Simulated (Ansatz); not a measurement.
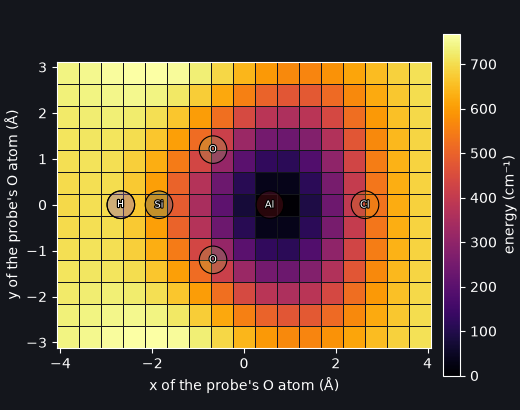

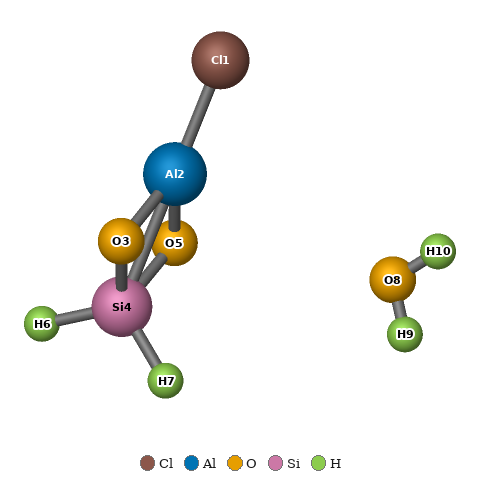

Energy landscape of AlClH₂O₂Si (SMILES [Cl][Al]1[O][SiH2][O]1) with the probe H2O. The probe is moved over a plane parallel to the molecule's main plane, 4.32 Å above it. Coordinates scanned: (1) x of the probe's O atom; (2) y of the probe's O atom. Nothing is relaxed (molecule and probe rigid, the probe upright with O nearest the plane). Grid: 17 × 13 points; 119 points were computed and 102 follow by symmetry. Points are written as (first, second). Energies: cm⁻¹, counted from the lowest grid point. Computed with RHF/def2-SVPD (Ansatz 0.2.0).

The picture shows one coloured cell a grid point, labelled circles for the molecule's atoms, projected on the plane. The second picture is the structure at the lowest point.

> What does the map say about the system?

The lowest grid point is at (0.48 Å, 0.00 Å). No other kind of well shows on this grid. The highest grid point, (−1.92 Å, −2.88 Å), lies 768 cm⁻¹ above the lowest. Near the minimum the curvatures are about 0.036 and 0.047 eV/Å² along the soft and the stiff direction.

The whole map (119 points run) took 28 min on 1 thread of Arm Neoverse N1, on a shared host.
